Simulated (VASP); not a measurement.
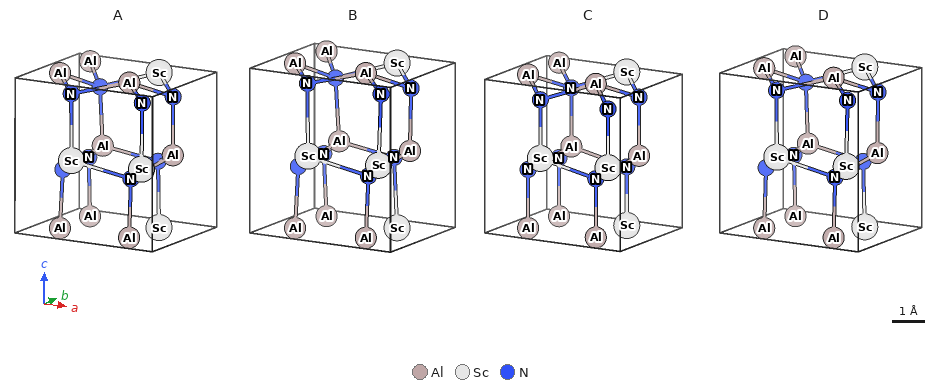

4 geometries from one relaxation of crystalline Sc$_{3}$Al$_{5}$N$_{8}$ (a generated structure, set up in Cm), in shuffled order. Style: ball-and-stick. Shown: the cell of the calculation, slightly off an axis.

The run lets cell and atoms move.

Level of theory: Kohn-Sham DFT of a periodic cell, PBEsol, VASP PAW PBE potentials, recommended in VASP. Settings: plane-wave cutoff 520 eV; k-point mesh 4 × 4 × 5; occupations gaussian; smearing width 0.03 eV; no spin polarisation.

### Put them in the order of the run, from the start to the converged end.

C, B, D, A. They are steps 0, 1, 2, 16, at +2.434 eV per cell of the calculation, +1.203 eV per cell of the calculation, +0.316 eV per cell of the calculation relative to the last. The atom that moves furthest relative to the cell is an N atom (0.18 Å roughly along [−1 −2 3]). Largest moves by element: N 0.18 Å, Sc 0.09 Å, Al 0.06 Å. The volume changes by +5.2 %, with a 6.449 → 6.549 Å (+1.6 %), b 6.449 → 6.601 Å (+2.4 %), c 4.944 → 4.992 Å (+1.0 %), α 90.0° → 89.8°, γ 120.0° → 119.7°. Among the contacts that change: N–Sc 1.889 → 2.154 Å, N–Sc 1.889 → 2.129 Å, N–Sc 1.951 → 2.092 Å, Sc–Sc 3.095 → 3.215 Å. Bond angles that change, for instance: Sc–N–Sc 107.4° → 99.0°, Al–N–Al 111.5° → 119.7°, N–Sc–N 107.4° → 101.1°. The space group stays Cm (No. 8). Over 16 geometry steps the energy falls by 2.434 eV per cell of the calculation. The largest force component goes from 4.1 to 0.0092 eV/Å. Pressure: 15.11 GPa at the start and −0.05 GPa at the end. It ran on 1 thread of Intel(R) Xeon(R) Platinum 8259CL CPU @ 2.50GHz (Skylake/Cascade Lake), with other jobs on the host.
